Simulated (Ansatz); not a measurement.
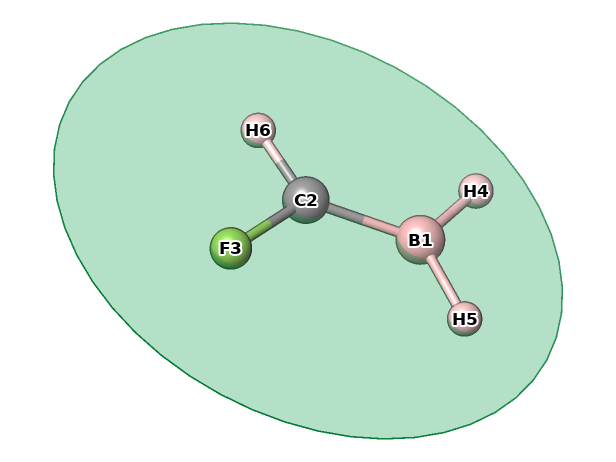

A disc through the centre of mass is drawn in. Atoms fade into the background with distance from the viewer. Charge −1, singlet. The computed structure is the end point of a PBE-D4/def2-SVPD optimisation. No frequency run is at hand to confirm it as a minimum.

### Is the plane of the disc a mirror plane of the structure?

Yes. The reflection leaves B1, C2, F3, H4, H5, H6 in place. The point group is Cs.
